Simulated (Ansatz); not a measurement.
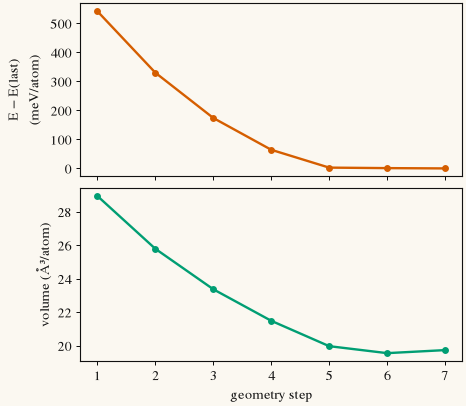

History of a geometry optimisation. NaTaSe₂ (P4/mmm, 4 atoms in the cell); DFT PBE, scalar-relativistic, plane waves, PAW in Ansatz; cutoff 420 eV, 4×4×4 k-mesh, Gaussian smearing of 0.1 eV, collinear spins. Atoms and cell relax. A closing SCF on a freshly chosen basis isn't drawn.

The optimisation met its thresholds at geometry 7, counting the start as the first. The energy fell by about 540 meV/atom from the first step to the last. All forces vanish by symmetry, so only the cell moves. The volume shrinks from 28.9 to 19.7 Å³ per atom (−32 %).

The electronic state followed here needn't be the lowest one.
